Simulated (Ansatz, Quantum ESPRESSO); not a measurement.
## SrTiO3 (cubic perovskite): bulk modulus from a few volumes

How stiff is cubic perovskite SrTiO3 under hydrostatic load? Each row relaxes cell and atoms at a set pressure. The symmetry of the cell is held, so distortions that would lower it, which this phase may prefer, aren't tested. The phase is followed to these pressures whether or not it stays the stable one.

Calculated with Ansatz 0.2.0, PBEsol, PAW files of the set soft_1, cutoff 600 eV, Fermi–Dirac smearing 0.02 eV, k-mesh 7×7×7, no spin polarisation, no spin-orbit coupling.

Reference cell, relaxed at zero pressure with PBEsol (Pm-3m): a = 3.8914 Å, b = 3.8914 Å, c = 3.8914 Å, α = 90.00°, β = 90.00°, γ = 90.00°.

```
atom       x       y       z
  Sr  0.0000  0.0000  0.0000
  Ti  0.5000  0.5000  0.5000
   O  0.5000  0.5000  0.0000
   O  0.5000  0.0000  0.5000
   O  0.0000  0.5000  0.5000
```

```
V (Å³/atom)    V/V0  P (GPa)  E − E0 (meV/atom)
    12.0544  1.0229   −3.999                3.4
    11.2299  0.9529    9.985               16.6
    10.9968  0.9331   14.997               34.7
    10.7871  0.9153   19.993               57.5
    10.4206  0.8842   29.981              114.4
```

V0 = 11.7850 Å³ an atom, where the residual pressure P0 is +0.003 GPa. **Question.** Fit the Birch–Murnaghan law and give the pressure and the energy at V = 11.4889 Å³ an atom, a row left out above.

With the Eulerian strain f = ½[(V0/V)^(2/3) − 1] and F = (P − P0)/[3f(1 + 2f)^(5/2)], the third-order law is the line F = B0 + (3/2) B0 (B′ − 4) f.

| f | F (GPa) |
| --- | --- |
| 0.04274 | 190.44 |
| 0.03038 | 189.27 |
| 0.02362 | 188.58 |
| 0.01634 | 187.85 |
| −0.00748 | 185.25 |

A straight line through the 5 rows: the means are 0.02112 for f and 188.28 for F, Σ(Δx)² = 0.0014 and ΣΔxΔy = 0.1453, so the slope is 0.1453/0.0014 = 103.79 and the intercept 188.28 − (103.79)(0.02112) = 186.09.

Hence B0 = 186.1 GPa and B′ = 4 + (103.8)/(1.5 × 186.1) = 4.37. For the withheld volume f = 0.00855, F = 186.97 GPa and P = 5.01 GPa. The run itself gives 5.01 GPa, so the estimate misses by 0.00 GPa, a rounding's worth.

Integrating the same law gives E − E0 = (9/2) B0 V0 f²[1 + (B′ − 4) f] + P0(V0 − V), with 1 GPa Å³ = 6.2415 meV: 4.5 meV an atom. The run itself gives 4.5 meV, so the estimate misses by 0.0 meV, a rounding's worth.

The same fit over all rows at other levels or in other programs gives B0 = 186 GPa with PBEsol (Quantum ESPRESSO, GBRV).

Measured volume: 11.912 Å³ an atom (doi:10.1007/s002690000103), so V0 is −1.1 % off. A stiffness follows the volume as d ln B/d ln V = −B′, which moves B0 by about −5 % when it is taken at the measured volume.

Measured bulk modulus: 177 GPa (arxiv:2303.03473), against 186 GPa here (+5 %).

The calculation is for a static lattice, while measurements hold thermal and zero-point motion.

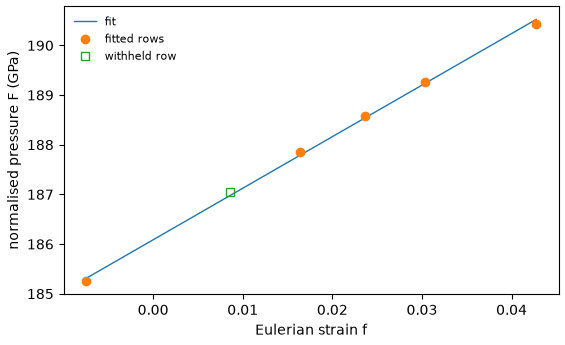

The fitted law, the rows behind it and the withheld row.

[Logs are printed without paths, hosts, clocks, repeated set-up lines and the standing remarks that a program may print on its own settings, such as how far it seeks lower states.]
